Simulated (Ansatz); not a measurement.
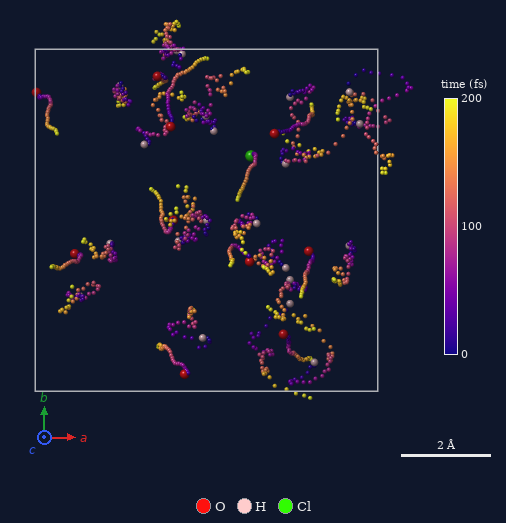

First-principles dynamics of a periodic cell with 10 H2O + 1 HCl at 0.788 g/cm³, 200 fs long. It starts from the last geometry of an earlier run, with fresh velocities. Dots mark each atom's position at evenly spaced times, coloured by time; spheres stand at the starting positions. Seen along the c axis in the simulation cell.

Computed with DFT PBE, scalar-relativistic, plane waves, PAW (Ansatz 0.2.0). Run with plane-wave cutoff 420 eV; k-point mesh 1 × 1 × 1; Fermi-Dirac smearing 0.05 eV; constant energy (NVE); velocities drawn for 400 K; time step 0.5 fs.

What do the traces tell about the motion?

Root-mean-square distances from the starting positions over the second half, with the common drift of all atoms taken out: H 1.12 Å, O 1.02 Å, Cl 0.79 Å. The heavy atoms stay within a fraction of a molecule's size of their starting places; so short a run doesn't tell a liquid from a solid. Bond changes: one H–O bond forms at about 142 fs; one Cl–H bond breaks at about 170 fs; one H–O bond breaks at about 182 fs. The total energy stays between −0.2 and 0.17 meV per atom of its start. A straight-line fit has a slope that amounts to −0.0062 meV per atom over 200 fs (under 0.1 % of the mean kinetic energy), and the ripple about it is 0.9 % of the kinetic energy's fluctuation. With a drift under 2 % and a ripple under 7 %, the integration is accurate.

Limits of the set-up: the periodic images lie only 7.7 Å apart, so the values are limited by the cell's size.

Cost: 14 min on 1 thread of Arm Neoverse V1, with other jobs on the host, peak memory 0.5 GiB.
